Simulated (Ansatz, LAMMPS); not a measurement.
# Relaxing Zn2+ FSI- in tetrahydrofuran and acetonitrile, from a frame at 300 K (160 atoms), part 2 of 3

Wanted: the relaxed structure of Zn2+ FSI- in tetrahydrofuran and acetonitrile, from a frame at 300 K (160 atoms) and its electronic structure.

Ansatz 0.2.0; Kohn-Sham DFT, PBEsol, PAW (set soft_2), plane waves.

The cell: 38 C, 24 O, 73 H, 7 N, 8 S, 8 F and 2 Zn. The network of contacts between molecules at the start is that of the classical potential that made the cell. The functional has no dispersion term. The density was typed from a rule of thumb and may lie off the real one at this temperature. The Brillouin zone is sampled at Γ only, in a cell whose shortest periodic width is 13 Å.

So far. Step 3 (Single point at the start): Neighbours are counted within 1.34 Å (H-C), 1.85 Å (C-C), 1.73 Å (C-O), 1.62 Å (C-N), 1.88 Å (O-S), 2.48 Å (O-Zn), 1.98 Å (F-S), 1.98 Å (S-N), 2.33 Å (N-Zn).

**4. Relaxation**

With the cell held, the atoms are moved downhill towards a nearby minimum.

input.yaml

```yaml
crystal:
  lattice:
    - [12.51225, 0.0, 0.0]
    - [0.0, 12.51225, 0.0]
    - [0.0, 0.0, 12.51225]
  atoms:
    [... the 160 atom lines of step 3 ...]
kpoints:
  mp_grid: { grid: [1, 1, 1] }
hamiltonian:
  xc: pbesol
scf:
  occupations: { method: fermi_dirac, width: 0.025 }
output:
  forces: true
relax:
  f_tol: 0.03
  max_steps: 200
```

Command:

```bash
ansatz run input.yaml --threads 4 --pin off --max-ram 8192MiB --backend cpu --events-out ev --progress --plain --runs-dir out
```

Numbers of over 12 decimals in the logs are rounded to 6 here.

The log of the run:

```text
[...]
Crystal: 160 atoms, lattice volume = 1958.873 Å³
Basis set: ecut = 420 eV, 38401 PW (Γ), exchange–correlation on 180×180×180 points (8 copies of the dense FFT grid, shifted against one another)
Bands: 426, of which v1, the nominal top of the filled ones, is band 266 counted from 1 (265 counted from 0)
Symmetry: 1 space group operations
[...]
k-points: 1
[...]
SCF iter   1: F=—  HF=-46650.240691 eV  |F-HF|=—  |Δ(HF+E_count)|=         —  Δρ=9.18e-3  dr2=2.78e0  ethr=1.77e-3  ⟨swp⟩=6.0  Hψ=2078  notcnv=0  defer=54
[...]
SCF iter   9: F=-46649.264107 eV  HF=-46649.264113 eV  |F-HF|=5.75e-6  |Δ(HF+E_count)|=   1.60e-5  Δρ=2.39e-5  dr2=1.34e-5  ethr=4.23e-9  ⟨swp⟩=4.0  Hψ=1183  notcnv=0
SCF 1 converged in 9 iterations: F = -46649.264107 eV  dr2 = 1.34e-5
[...]
relax step   1: F+E_penalty+E_count = -46649.26410723 eV  Δ(F+E_penalty+E_count) = +0.000e0 eV  max|allowed force component| = 5.186e0 eV/Å  Δτ_max = 0.0000 Å  (9 SCF iters, dr2 threshold 2.25e-5 eV, accepted)
[...]
relax step   2: F+E_penalty+E_count = -46656.12815045 eV  Δ(F+E_penalty+E_count) = -6.864e0 eV  max|allowed force component| = 3.510e0 eV/Å  Δτ_max = 0.1902 Å  (7 SCF iters, dr2 threshold 1.00e-4 eV, accepted)
[...]
relax step   3: F+E_penalty+E_count = -46658.23629553 eV  Δ(F+E_penalty+E_count) = -2.108e0 eV  max|allowed force component| = 1.399e0 eV/Å  Δτ_max = 0.1940 Å  (8 SCF iters, dr2 threshold 1.00e-4 eV, accepted)
relax step   4: F+E_penalty+E_count = -46658.69760257 eV  Δ(F+E_penalty+E_count) = -4.613e-1 eV  max|allowed force component| = 6.188e-1 eV/Å  Δτ_max = 0.1906 Å  (6 SCF iters, dr2 threshold 1.00e-4 eV, accepted)
relax step   5: F+E_penalty+E_count = -46658.93018725 eV  Δ(F+E_penalty+E_count) = -2.326e-1 eV  max|allowed force component| = 3.800e-1 eV/Å  Δτ_max = 0.1942 Å  (6 SCF iters, dr2 threshold 6.08e-5 eV, accepted)
relax step   6: F+E_penalty+E_count = -46659.07399329 eV  Δ(F+E_penalty+E_count) = -1.438e-1 eV  max|allowed force component| = 3.669e-1 eV/Å  Δτ_max = 0.1932 Å  (7 SCF iters, dr2 threshold 2.83e-5 eV, accepted)
relax step   7: F+E_penalty+E_count = -46659.17802756 eV  Δ(F+E_penalty+E_count) = -1.040e-1 eV  max|allowed force component| = 3.728e-1 eV/Å  Δτ_max = 0.1925 Å  (7 SCF iters, dr2 threshold 5.08e-5 eV, accepted)
relax step   8: F+E_penalty+E_count = -46659.25758417 eV  Δ(F+E_penalty+E_count) = -7.956e-2 eV  max|allowed force component| = 3.094e-1 eV/Å  Δτ_max = 0.1834 Å  (7 SCF iters, dr2 threshold 1.00e-4 eV, accepted)
relax step   9: F+E_penalty+E_count = -46659.32634333 eV  Δ(F+E_penalty+E_count) = -6.876e-2 eV  max|allowed force component| = 1.993e-1 eV/Å  Δτ_max = 0.1951 Å  (7 SCF iters, dr2 threshold 6.59e-5 eV, accepted)
relax step  10: F+E_penalty+E_count = -46659.37191613 eV  Δ(F+E_penalty+E_count) = -4.557e-2 eV  max|allowed force component| = 3.579e-1 eV/Å  Δτ_max = 0.1949 Å  (7 SCF iters, dr2 threshold 1.65e-5 eV, accepted)
relax step  11: F+E_penalty+E_count = -46659.40735857 eV  Δ(F+E_penalty+E_count) = -3.544e-2 eV  max|allowed force component| = 4.640e-1 eV/Å  Δτ_max = 0.1950 Å  (7 SCF iters, dr2 threshold 5.31e-5 eV, accepted)
relax step  12: F+E_penalty+E_count = -46659.43373164 eV  Δ(F+E_penalty+E_count) = -2.637e-2 eV  max|allowed force component| = 6.367e-1 eV/Å  Δτ_max = 0.1949 Å  (6 SCF iters, dr2 threshold 1.00e-4 eV, accepted)
relax step  13: F+E_penalty+E_count = -46659.45673989 eV  Δ(F+E_penalty+E_count) = -2.301e-2 eV  max|allowed force component| = 6.684e-1 eV/Å  Δτ_max = 0.1625 Å  (6 SCF iters, dr2 threshold 1.00e-4 eV, accepted)
relax step  14: F+E_penalty+E_count = -46659.48168392 eV  Δ(F+E_penalty+E_count) = -2.494e-2 eV  max|allowed force component| = 6.018e-1 eV/Å  Δτ_max = 0.1669 Å  (5 SCF iters, dr2 threshold 1.00e-4 eV, accepted)
relax step  15: F+E_penalty+E_count = -46659.50708110 eV  Δ(F+E_penalty+E_count) = -2.540e-2 eV  max|allowed force component| = 4.954e-1 eV/Å  Δτ_max = 0.1661 Å  (6 SCF iters, dr2 threshold 1.00e-4 eV, accepted)
relax step  16: F+E_penalty+E_count = -46659.53053807 eV  Δ(F+E_penalty+E_count) = -2.346e-2 eV  max|allowed force component| = 4.329e-1 eV/Å  Δτ_max = 0.1951 Å  (6 SCF iters, dr2 threshold 1.00e-4 eV, accepted)
relax step  17: F+E_penalty+E_count = -46659.55184449 eV  Δ(F+E_penalty+E_count) = -2.131e-2 eV  max|allowed force component| = 3.322e-1 eV/Å  Δτ_max = 0.1298 Å  (5 SCF iters, dr2 threshold 1.00e-4 eV, accepted)
relax step  18: F+E_penalty+E_count = -46659.57921563 eV  Δ(F+E_penalty+E_count) = -2.737e-2 eV  max|allowed force component| = 4.822e-1 eV/Å  Δτ_max = 0.1863 Å  (6 SCF iters, dr2 threshold 6.50e-5 eV, accepted)
relax step  19: F+E_penalty+E_count = -46659.59841786 eV  Δ(F+E_penalty+E_count) = -1.920e-2 eV  max|allowed force component| = 6.901e-1 eV/Å  Δτ_max = 0.1811 Å  (6 SCF iters, dr2 threshold 1.00e-4 eV, accepted)
relax step  20: F+E_penalty+E_count = -46659.61780291 eV  Δ(F+E_penalty+E_count) = -1.939e-2 eV  max|allowed force component| = 6.467e-1 eV/Å  Δτ_max = 0.1038 Å  (6 SCF iters, dr2 threshold 1.00e-4 eV, accepted)
relax step  21: F+E_penalty+E_count = -46659.64820639 eV  Δ(F+E_penalty+E_count) = -3.040e-2 eV  max|allowed force component| = 7.150e-1 eV/Å  Δτ_max = 0.1614 Å  (6 SCF iters, dr2 threshold 1.00e-4 eV, accepted)
relax step  22: F+E_penalty+E_count = -46659.67189583 eV  Δ(F+E_penalty+E_count) = -2.369e-2 eV  max|allowed force component| = 7.939e-1 eV/Å  Δτ_max = 0.1602 Å  (6 SCF iters, dr2 threshold 1.00e-4 eV, accepted)
relax step  23: F+E_penalty+E_count = -46659.69821202 eV  Δ(F+E_penalty+E_count) = -2.632e-2 eV  max|allowed force component| = 6.520e-1 eV/Å  Δτ_max = 0.1002 Å  (6 SCF iters, dr2 threshold 1.00e-4 eV, accepted)
relax step  24: F+E_penalty+E_count = -46659.74286438 eV  Δ(F+E_penalty+E_count) = -4.465e-2 eV  max|allowed force component| = 6.134e-1 eV/Å  Δτ_max = 0.1950 Å  (6 SCF iters, dr2 threshold 1.00e-4 eV, accepted)
[...]
relax step  52: F+E_penalty+E_count = -46659.90504225 eV  Δ(F+E_penalty+E_count) = -7.861e-4 eV  max|allowed force component| = 5.362e-2 eV/Å  Δτ_max = 0.0620 Å  (7 SCF iters, dr2 threshold 3.24e-6 eV, accepted)
relax step  53: F+E_penalty+E_count = -46659.90596514 eV  Δ(F+E_penalty+E_count) = -9.229e-4 eV  max|allowed force component| = 5.799e-2 eV/Å  Δτ_max = 0.0798 Å  (7 SCF iters, dr2 threshold 2.55e-6 eV, accepted)
relax step  54: F+E_penalty+E_count = -46659.90674252 eV  Δ(F+E_penalty+E_count) = -7.774e-4 eV  max|allowed force component| = 7.510e-2 eV/Å  Δτ_max = 0.0764 Å  (7 SCF iters, dr2 threshold 2.99e-6 eV, accepted)
relax step  55: F+E_penalty+E_count = -46659.90766762 eV  Δ(F+E_penalty+E_count) = -9.251e-4 eV  max|allowed force component| = 7.689e-2 eV/Å  Δτ_max = 0.0446 Å  (6 SCF iters, dr2 threshold 5.64e-6 eV, accepted)
relax step  56: F+E_penalty+E_count = -46659.90920430 eV  Δ(F+E_penalty+E_count) = -1.537e-3 eV  max|allowed force component| = 6.389e-2 eV/Å  Δτ_max = 0.0680 Å  (7 SCF iters, dr2 threshold 5.91e-6 eV, accepted)
relax step  57: F+E_penalty+E_count = -46659.91031315 eV  Δ(F+E_penalty+E_count) = -1.109e-3 eV  max|allowed force component| = 5.472e-2 eV/Å  Δτ_max = 0.0733 Å  (7 SCF iters, dr2 threshold 2.82e-6 eV, accepted)
relax step  58: F+E_penalty+E_count = -46659.91100233 eV  Δ(F+E_penalty+E_count) = -6.892e-4 eV  max|allowed force component| = 4.835e-2 eV/Å  Δτ_max = 0.0440 Å  (7 SCF iters, dr2 threshold 2.07e-6 eV, accepted)
relax step  59: F+E_penalty+E_count = -46659.91168635 eV  Δ(F+E_penalty+E_count) = -6.840e-4 eV  max|allowed force component| = 3.191e-2 eV/Å  Δτ_max = 0.0371 Å  (7 SCF iters, dr2 threshold 1.71e-6 eV, accepted)
[...]
relax step  60: F+E_penalty+E_count = -46659.91215987 eV  Δ(F+E_penalty+E_count) = -4.735e-4 eV  max|allowed force component| = 2.479e-2 eV/Å  Δτ_max = 0.0337 Å  (9 SCF iters, accepted)
SCF converged after 9 iterations
Free energy (F): -46659.912160 eV
[...]
Internal energy: -46659.912160 eV  (E = F + TS)
E sigma→0 (E₀):  -46659.912160 eV
Fermi energy:    1.922628 eV
[...]
--- Forces (eV/Å), atoms counted from 1 ---
  atom   1  C     -0.00248176    -0.00787474    -0.00128860
  atom   2  C      0.00006708     0.00524715     0.00525985
  atom   3  C     -0.00207389     0.00181833    -0.00367452
  atom   4  O      0.00207350    -0.00528941     0.00459929
  atom   5  C      0.00144767     0.00827243    -0.00540199
  atom   6  H      0.00115357     0.00104977     0.00157994
  atom   7  H      0.00036316     0.00141834     0.00071103
  atom   8  H     -0.00189246    -0.00126371    -0.00087749
  atom   9  H      0.00081965    -0.00102196    -0.00148906
  atom  10  H      0.00055588    -0.00071099     0.00013221
  atom  11  H      0.00066714     0.00076506     0.00073268
  atom  12  H     -0.00077541    -0.00171312    -0.00091381
  atom  13  H     -0.00056812    -0.00084310     0.00038638
  atom  14  C     -0.00028581    -0.00106427    -0.00203331
[...]
atom 159  Zn     0.00112811     0.00030022     0.00238798
  atom 160  Zn    -0.00317724     0.00040958     0.00211079
  max |Σ_I F_I| component: 1.27e-4 eV/Å
--- Relaxed structure (60 steps of the walk, 60 accepted, 0 SCFs on fresh bases) ---
  F+E_penalty+E_count = -46659.91215987 eV   max|allowed force component| = 2.479e-2 eV/Å
  atoms:
    - { symbol: C, position: [0.573574, 0.354592, 0.061830] }
    - { symbol: C, position: [0.518151, 0.461849, 0.078837] }
    - { symbol: C, position: [0.530826, 0.513286, 0.969602] }
    - { symbol: O, position: [0.630177, 0.474391, 0.927202] }
[...]
- { symbol: Zn, position: [0.904994, 0.550273, 0.584137] }
```

The job ended after 11 min (4 threads of Intel Xeon Platinum 8488C (Sapphire Rapids), shared host; peak memory 2.8 GiB).

Step by step (22 of 60):

| step | energy less that of the first step (eV) | largest force component (eV/Å) |
| --- | --- | --- |
| 1 | 0.0000 | 5.1861 |
| 4 | -9.4335 | 0.6188 |
| 7 | -9.9139 | 0.3728 |
| 9 | -10.0622 | 0.1993 |
| 12 | -10.1696 | 0.6367 |
| 15 | -10.2430 | 0.4954 |
| 18 | -10.3151 | 0.4822 |
| 21 | -10.3841 | 0.7150 |
| 23 | -10.4341 | 0.6520 |
| 26 | -10.5298 | 0.5885 |
| 29 | -10.5868 | 0.1442 |
| 32 | -10.6036 | 0.0861 |
| 35 | -10.6126 | 0.1094 |
| 38 | -10.6209 | 0.0686 |
| 40 | -10.6250 | 0.0601 |
| 43 | -10.6306 | 0.0681 |
| 46 | -10.6350 | 0.0831 |
| 49 | -10.6385 | 0.0516 |
| 52 | -10.6409 | 0.0536 |
| 54 | -10.6426 | 0.0751 |
| 57 | -10.6462 | 0.0547 |
| 60 | -10.6481 | 0.0248 |

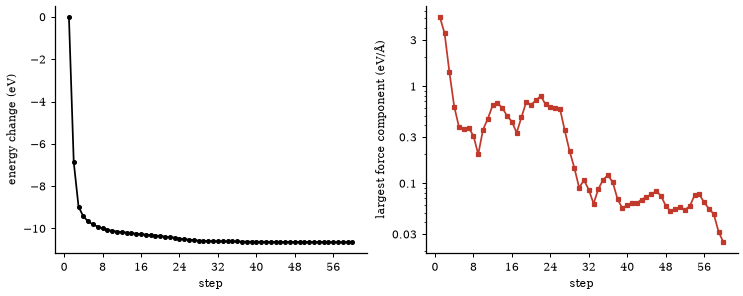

Energy and largest force along the relaxation.

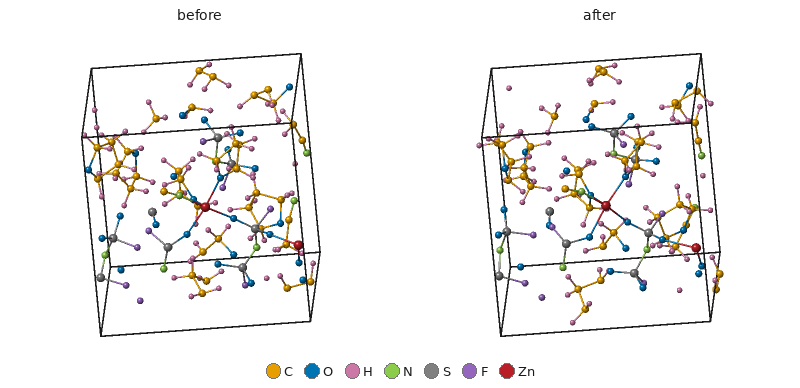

The structure before and after the relaxation, drawn at the same scale. Bonds to atoms that aren't drawn are left out.

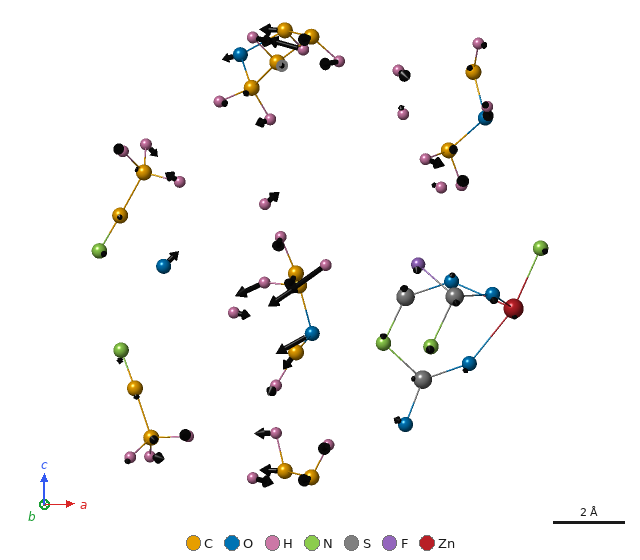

Displacements in the relaxation, scaled; the longest in the cell stands for 3.30 Å. Drawn is a slice 4 Å thick, seen along the normal of the ac plane. Bonds to atoms that aren't drawn are left out.

The atoms that moved most (Å):

| atom | dx | dy | dz | length |
| --- | --- | --- | --- | --- |
| H49 | -2.466 | 1.093 | -1.902 | 3.300 |
| H47 | -0.425 | 2.371 | -1.184 | 2.684 |
| H99 | -0.995 | 2.216 | -0.408 | 2.463 |
| O43 | -2.147 | -0.021 | -1.179 | 2.450 |
| H101 | -2.166 | 0.816 | 0.569 | 2.383 |
| H98 | 0.966 | 1.937 | -0.594 | 2.244 |
| H13 | -0.548 | -1.304 | -1.741 | 2.244 |
| C42 | -1.758 | 0.458 | -1.238 | 2.198 |

The relaxation changed the energy by -66.5 meV/atom, and atoms moved by 1.0 Å r.m.s., 3.3 Å at most.

**5. Local order after relaxation**

Bonds before and after, by the cutoffs listed below:

| pair | bonds before | bonds after | mean before (Å) | mean after (Å) | spread before (Å) | spread after (Å) |
| --- | --- | --- | --- | --- | --- | --- |
| H-C | 73 | 73 | 1.091 | 1.104 | 0.027 | 0.003 |
| C-C | 27 | 27 | 1.501 | 1.510 | 0.033 | 0.029 |
| C-O | 16 | 16 | 1.429 | 1.441 | 0.032 | 0.008 |
| C-N | 3 | 3 | 1.176 | 1.157 | 0.003 | 0.001 |
| O-S | 16 | 16 | 1.460 | 1.442 | 0.020 | 0.012 |
| O-Zn | 9 | 9 | 1.959 | 2.119 | 0.070 | 0.034 |
| F-S | 8 | 8 | 1.588 | 1.589 | 0.017 | 0.012 |
| S-N | 8 | 8 | 1.547 | 1.573 | 0.026 | 0.016 |
| N-Zn | 3 | 3 | 1.901 | 1.996 | 0.030 | 0.024 |

Density 1.31 g/cm³, 12.24 Å³ an atom.

Pair distribution functions g(r), in bins of 0.2 Å:

| r (Å) | total | H-H | H-C | H-O | H-F | H-S | H-N |
| --- | --- | --- | --- | --- | --- | --- | --- |
| 1.00 | 0.58 | 0.00 | 2.67 | 0.00 | 0.00 | 0.00 | 0.00 |
| 1.20 | 3.12 | 0.00 | 13.75 | 0.00 | 0.00 | 0.00 | 0.00 |
| 1.40 | 1.03 | 0.00 | 0.00 | 0.00 | 0.00 | 0.00 | 0.00 |
| 1.60 | 1.02 | 0.00 | 0.00 | 0.00 | 0.00 | 0.00 | 0.00 |
| 1.80 | 0.78 | 3.77 | 0.00 | 0.00 | 0.00 | 0.00 | 0.00 |
| 2.00 | 0.74 | 0.00 | 0.58 | 3.72 | 0.00 | 0.00 | 0.00 |
| 2.20 | 1.33 | 0.12 | 5.62 | 0.19 | 0.00 | 0.00 | 0.00 |
| 2.40 | 1.46 | 3.02 | 0.00 | 0.23 | 0.00 | 0.00 | 0.00 |
| 2.60 | 0.47 | 0.86 | 0.04 | 0.75 | 0.57 | 0.00 | 0.22 |
| 2.80 | 1.08 | 2.01 | 1.30 | 1.57 | 1.00 | 0.00 | 0.40 |
| 3.00 | 0.96 | 1.53 | 1.16 | 0.86 | 1.20 | 0.00 | 0.83 |
| 3.20 | 0.90 | 0.51 | 1.43 | 0.90 | 0.67 | 0.26 | 1.98 |
| 3.40 | 1.01 | 0.73 | 1.60 | 0.94 | 0.69 | 1.15 | 0.41 |
| 3.60 | 0.75 | 1.12 | 0.67 | 0.40 | 0.53 | 1.45 | 0.24 |
| 3.80 | 0.98 | 1.38 | 0.99 | 0.66 | 0.56 | 0.82 | 0.74 |
| 4.00 | 0.85 | 1.14 | 0.61 | 0.72 | 0.91 | 0.75 | 0.58 |
| 4.20 | 0.99 | 1.10 | 0.91 | 0.81 | 1.15 | 1.21 | 0.61 |
| 4.40 | 0.97 | 1.04 | 0.98 | 0.96 | 0.97 | 0.34 | 0.88 |
| 4.60 | 0.96 | 0.85 | 0.96 | 0.97 | 0.75 | 0.69 | 0.71 |
| 4.80 | 1.06 | 1.14 | 0.98 | 0.96 | 1.39 | 0.98 | 0.86 |
| 5.00 | 0.97 | 0.77 | 1.10 | 0.82 | 0.59 | 0.96 | 1.22 |
| 5.20 | 1.02 | 1.03 | 0.87 | 1.00 | 0.84 | 0.93 | 1.19 |
| 5.40 | 1.09 | 1.07 | 1.06 | 1.18 | 1.24 | 1.10 | 1.21 |
| 5.60 | 1.10 | 0.97 | 1.08 | 1.07 | 1.49 | 1.20 | 1.08 |
| 5.80 | 1.00 | 1.04 | 1.10 | 0.89 | 1.05 | 1.23 | 0.68 |
| 6.00 | 1.00 | 0.87 | 1.06 | 1.05 | 0.81 | 1.07 | 1.06 |
| 6.20 | 0.98 | 0.88 | 0.83 | 0.99 | 1.25 | 1.35 | 1.47 |

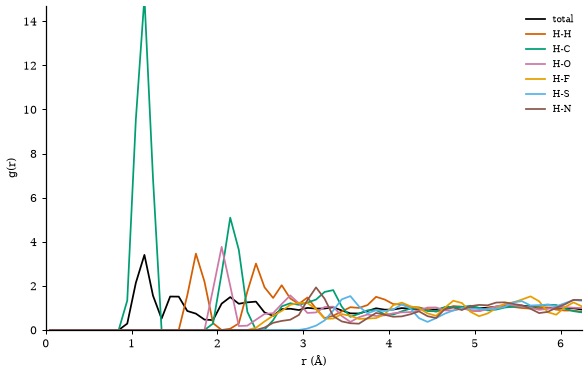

Pair distribution functions, lightly smoothed, with peaks cut at 14.

Bonds by pair of elements; cutoffs follow the first minimum of g(r), held within bounds set by covalent radii, and pairs that aren't listed don't count as bonded:

| pair A-B | cutoff (Å) | bonds | mean length (Å) | spread (Å) | shortest (Å) | B about A | A about B |
| --- | --- | --- | --- | --- | --- | --- | --- |
| H-C | 1.34 | 73 | 1.10 | 0.003 | 1.10 | 1 | 1.92 |
| C-C | 1.85 | 27 | 1.51 | 0.029 | 1.43 | 1.42 | 1.42 |
| C-O | 1.73 | 16 | 1.44 | 0.008 | 1.43 | 0.421 | 0.667 |
| C-N | 1.62 | 3 | 1.16 | 0.001 | 1.16 | 0.079 | 0.429 |
| O-S | 1.88 | 16 | 1.44 | 0.012 | 1.43 | 0.667 | 2 |
| O-Zn | 2.5 | 9 | 2.12 | 0.034 | 2.08 | 0.375 | 4.5 |
| F-S | 1.98 | 8 | 1.59 | 0.012 | 1.57 | 1 | 1 |
| S-N | 1.98 | 8 | 1.57 | 0.016 | 1.54 | 1 | 1.14 |
| N-Zn | 2.43 | 3 | 2.00 | 0.024 | 1.97 | 0.429 | 1.5 |

How many atoms have how many bonded neighbours:

| element | mean | 1 | 2 | 3 | 4 | 6 |
| --- | --- | --- | --- | --- | --- | --- |
| C | 3.84 | 0 | 3 | 0 | 35 | 0 |
| F | 1 | 8 | 0 | 0 | 0 | 0 |
| H | 1 | 73 | 0 | 0 | 0 | 0 |
| N | 2 | 0 | 7 | 0 | 0 | 0 |
| O | 1.71 | 9 | 13 | 2 | 0 | 0 |
| S | 4 | 0 | 0 | 0 | 8 | 0 |
| Zn | 6 | 0 | 0 | 0 | 0 | 2 |

Bond angles (no mean is given where the spread exceeds 20°):

| angle | count | mean (°) | spread (°) |
| --- | --- | --- | --- |
| C-C-H | 105 | 112 | 1.6 |
| H-C-H | 41 | 109 | 0.8 |
| H-C-O | 32 | 109 | 0.6 |
| C-C-O | 16 | 106 | 0.7 |
| C-C-C | 16 | 102 | 0.4 |

Bond length by coordination (bonds to H left out):

| element | coordination | atoms | mean bond length (Å) |
| --- | --- | --- | --- |
| C | 2 | 3 | 1.29 |
| C | 4 | 35 | 1.50 |
| O | 1 | 9 | 1.43 |
| O | 2 | 13 | 1.63 |
| O | 3 | 2 | 1.66 |

Rings of the network by King's shortest-path rule, up to 12 atoms, one path for each pair of neighbours; H, halogens, alkali and alkaline-earth atoms are left out, and the last column divides by all other atoms, bonded or not:

| ring size (atoms) | rings | per network atom |
| --- | --- | --- |
| 5 | 8 | 0.101 |
| 6 | 1 | 0.013 |

First main peaks of g(r), for some of the pairs, lie near 1.8 Å (H-H), 1.1 Å (H-C), 2.1 Å (H-O), 2.9 Å (H-F), 3.5 Å (H-S) and 3.1 Å (H-N). With the cutoffs above, 92 % of C atoms have 4, all F atoms have 1, all H atoms have 1 and all N atoms have 2 bonded neighbours. The C-C-H angle averages 112° with a spread of 1.6°. Rings of 5 atoms are the most common (89 % of those counted); sizes run from 5 to 6.

[end of part 2 of 3]

[Logs are printed without paths, hosts, clocks, repeated set-up lines and the standing remarks that a program may print on its own settings, such as how far it seeks lower states.]

[Hosts, paths, dates, database ids (printed as entryN), source tags and the programs' standing remarks are cut or masked in the printed files.]
